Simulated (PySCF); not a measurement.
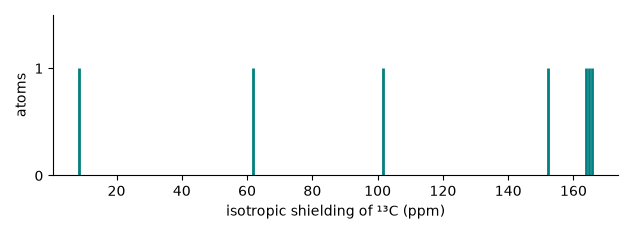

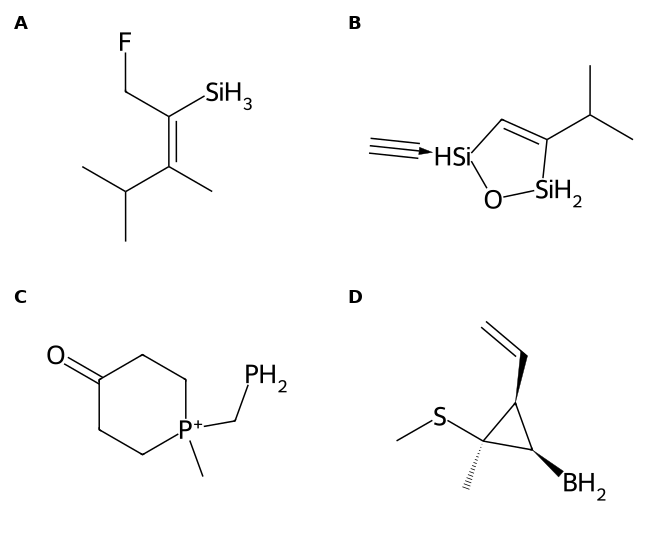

The sticks are computed shieldings of one of the molecules, for one fixed geometry (GFN2-xTB) without averaging over rotations. Low shielding means a high chemical shift. Method: GIAO PBE0/pcSseg-1 NMR shielding, non-relativistic, gas phase (PySCF 2.14.0).

**Match the spectrum to a structure.**

A, `C/C(=C(\[SiH3])CF)C(C)C`. Its 7 C atoms give lines at 8.5, 61.9, 101.8, 152.1, 163.8, 164.6, 165.7 ppm.

The geometry is semi-empirical. Around B, Si such bond lengths and angles can be off by a tenth of an ångström or more and by several degrees, and values that hang on the shape move with them.
